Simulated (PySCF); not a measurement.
Molecule: SMILES [SiH2](O)[SiH2]C (CH8OSi2), singlet. Atoms near the plane z = 0.0 Å, at the GFN2-xTB optimised geometry (x, y, z in Å): C1 (2.1, -1.0, 0.0), Si2 (0.2, -1.0, 0.0), Si3 (-0.6, 1.1, 0.0), O4 (-2.2, 1.2, -0.4), H5 (2.5, -0.5, 0.9), H6 (2.5, -2.0, 0.0), H7 (2.5, -0.5, -0.9), H11 (0.1, 2.0, -1.0).

Level of theory: PBE/def2-TZVP (PySCF). Cells within 0.4 Å of a nucleus heavier than hydrogen are left out (blank, or x). The values are rescaled to run from 0 to 1.

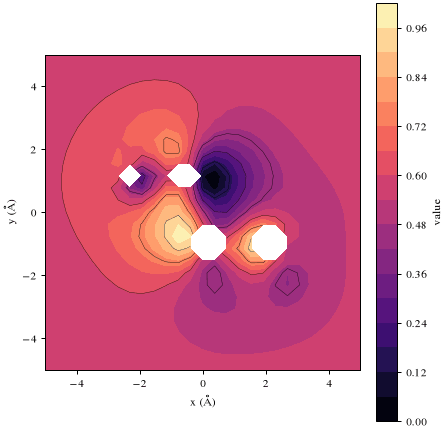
Figure. a field on the plane z = 0.0 Å.

### Question
Which quantity is mapped?
(A) electrostatic potential
(B) an orbital amplitude
(C) electron localisation function
(D) deformation density (molecule minus spherical neutral atoms)

### Answer
B, an orbital amplitude. In full: LUMO amplitude (bohr^(-3/2)).
